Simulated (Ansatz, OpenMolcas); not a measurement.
## How methods differ on Si2H4ClF (SMILES F[SiH]([SiH3])Cl)

Si2H4ClF: 8 atoms, total charge 0, spin state singlet. As SMILES, `F[SiH]([SiH3])Cl`. Geometry: relaxed at PBE0-D4/def2-TZVP.

```jsonl
{"atom": "F", "x (Å)": "-1.3290", "y (Å)": "1.7968", "z (Å)": "0.1612"}
{"atom": "Si", "x (Å)": "-0.3829", "y (Å)": "0.8128", "z (Å)": "-0.6677"}
{"atom": "Si", "x (Å)": "0.5390", "y (Å)": "-0.7930", "z (Å)": "0.7613"}
{"atom": "Cl", "x (Å)": "-1.5341", "y (Å)": "-0.1301", "z (Å)": "-2.0759"}
{"atom": "H", "x (Å)": "0.5966", "y (Å)": "1.6554", "z (Å)": "-1.3923"}
{"atom": "H", "x (Å)": "1.3557", "y (Å)": "-0.1311", "z (Å)": "1.8123"}
{"atom": "H", "x (Å)": "1.4035", "y (Å)": "-1.6938", "z (Å)": "-0.0444"}
{"atom": "H", "x (Å)": "-0.5566", "y (Å)": "-1.5741", "z (Å)": "1.3896"}
```

Quantity: the energy change with the Si2–H5 bond stretched from 1.481 to 1.704 Å, in eV. The values are calculated.

| level | kind | program | value (eV) | CPU time (all runs) |
| --- | --- | --- | --- | --- |
| HF/def2-SVP (unrestricted) | Hartree–Fock | OpenMolcas | 0.40 | 20 s |
| M06-L/def2-SVP (restricted) | meta-GGA | OpenMolcas | 0.34 | 84 s |
| r2SCAN/def2-SVP (restricted) | meta-GGA | Ansatz | 0.31 | 28 s |
| PBE0/def2-SVP (restricted) | global hybrid | Ansatz | 0.31 | 16 s |
| CAM-B3LYP/def2-SVP (restricted) | range-separated hybrid | Ansatz | 0.33 | 17 s |
| wB97X/def2-SVP (restricted) | range-separated hybrid | Ansatz | 0.33 | 63 s |
| RPA@PBE/def2-SVP (restricted) | RPA | Ansatz | 0.34 | 22 s |
| MP2/def2-SVP (restricted) | perturbation theory | Ansatz | 0.37 | 5.6 s |

The first shape isn't each level's own minimum. The values span 0.31 to 0.40 eV. CPU times are rough (shared hosts, several kinds of processor and program).

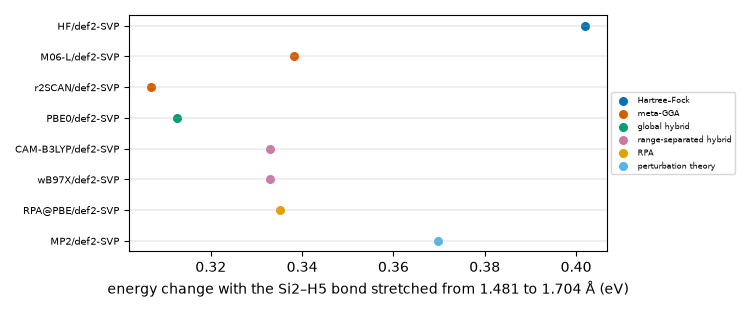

The values of the table, level by level.
